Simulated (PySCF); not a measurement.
H4AlFO, singlet at its B3LYP/def2-SVP optimised geometry (Å):

```
7

Al    -0.3744    -0.1751     0.0000
H     -1.2135    -1.3539    -0.6542
H      1.2135    -0.1751     0.0000
F     -1.1162     1.3539     0.0000
O     -0.8579    -0.2603     1.9426
H     -1.3243     0.5503     2.2020
H     -0.7705    -0.8676     2.6879
```

Level of theory: B3LYP/def2-TZVP (PySCF 2.14.0). Cells within 0.4 Å of a nucleus heavier than hydrogen are left out (blank, or x).

Map of the electron localisation function on the plane z = 0.0 Å:

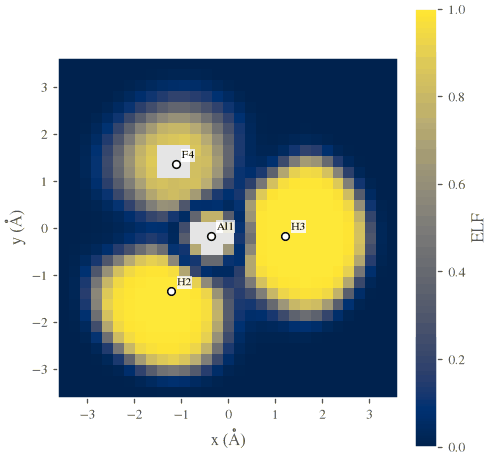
*Electron localisation function on the plane z = 0.0 Å.*
